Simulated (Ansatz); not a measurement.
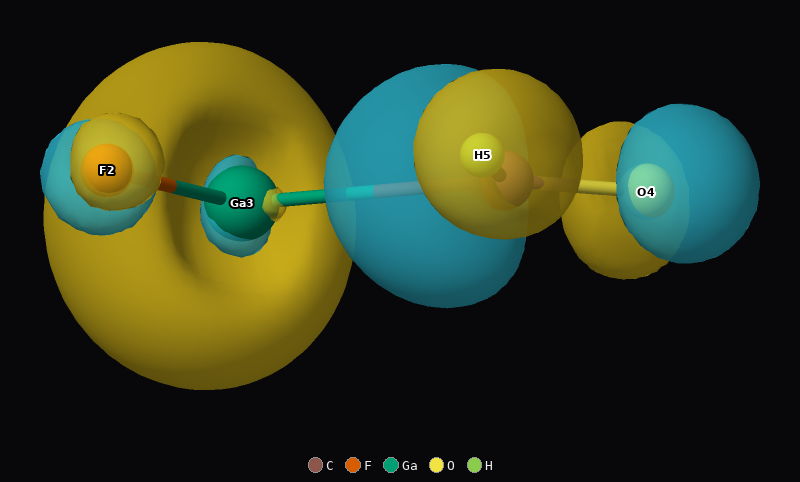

CHFGaO (doublet). The HOMO (α) at ±0.15 Å⁻³ᐟ² (yellow and cyan are the two phases), seen from one side.

Geometry: PBE0-D3(BJ)/def2-SVP.

Level of theory: Ansatz 0.2.0, isolated molecule in a Gaussian basis; Kohn-Sham density functional theory, functional PBE0.

Input file:

```
crystal:
  periodic: [false, false, false]
  atoms:
    - {symbol: C, position_ang: [-0.331596, 0.705050, 0.522216]}
    - {symbol: F, position_ang: [-3.196329, 0.524127, 1.415163]}
    - {symbol: Ga, position_ang: [-1.653526, 0.055312, 2.175798]}
    - {symbol: O, position_ang: [0.846842, 0.630961, 0.479193]}
    - {symbol: H, position_ang: [-0.959777, 1.135925, -0.311824]}
basis:
  gaussian:
    orbitals: def2-TZVPD
hamiltonian:
  xc: {name: PBE0}
magnetization:
  spin_polarized: true
  initial_magnetization: 1
output: {forces: true, orbitals: {seedname: orbitals}}
```

Launched as:

```sh
ansatz run input.yaml --threads 1 --pin off --max-ram 2610MiB --events-out events.jsonl --progress --plain --runs-dir runs
```

Where does this orbital lie, and at what energy?

By Hirshfeld shares it lies mainly on Ga3 (about 50 %), C1 (about 20 %), O4 (about 15 %) and H5 (about 10 %); it is symmetric in the molecular plane (an in-plane orbital: σ, lone-pair or in-plane π type). Its energy is −6.36 eV.
